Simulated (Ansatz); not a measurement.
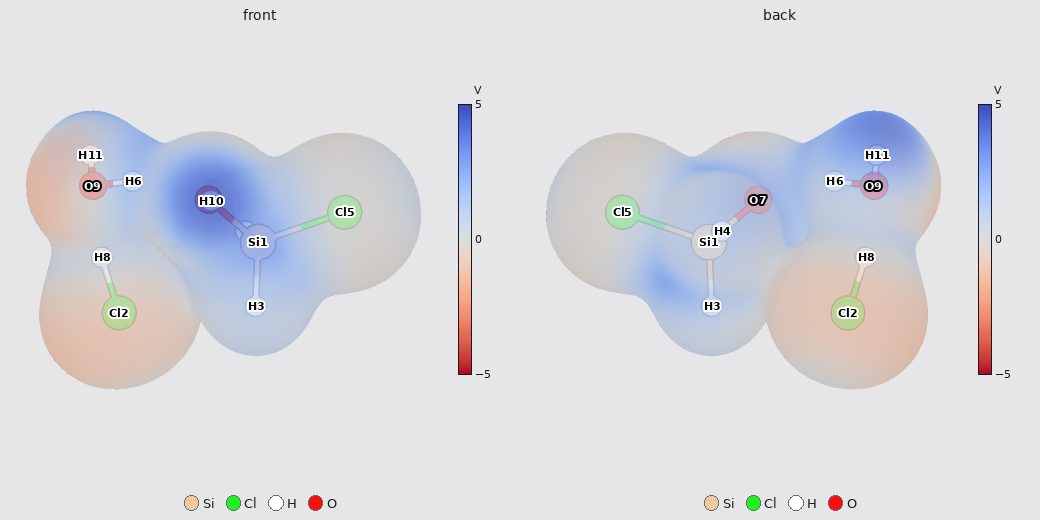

Figure 1: ClH₃OSi···HCl···H₂O. The molecular electrostatic potential painted on the density surface at 0.004 e/bohr³, seen from the front and from behind; the colour scale runs from red (negative) to blue (positive).

The product side of a reaction path; geometry: PBE0-D4/def2-TZVP.

All numbers below come from RKS PBE0-D4/def2-TZVPP in Ansatz.

```xyz
11

Si   -0.1767    1.5888   -0.0722
Cl   -0.3179   -1.2436   -2.3249
H     0.5157    1.8947   -1.3373
H    -1.5237    1.0171   -0.2207
Cl   -0.3191    3.3603    0.9581
H     0.2954   -1.3126    0.8062
O     0.6694    0.5016    0.8442
H    -0.1564   -1.8052   -1.1351
O     0.1037   -2.2059    0.4715
H     1.5777    0.7245    1.0608
H    -0.6679   -2.5196    0.9493
```

Describe the electrostatic potential map.

Answer. The most negative region (about −1.3 V) lies over O9, the most positive (about +4.2 V) over H10. Cl5 shows a σ-hole: about +0.5 V at the tip opposite its bond, against about −0.1 V on its flanks. O9 is the likeliest acceptor of a hydrogen bond.
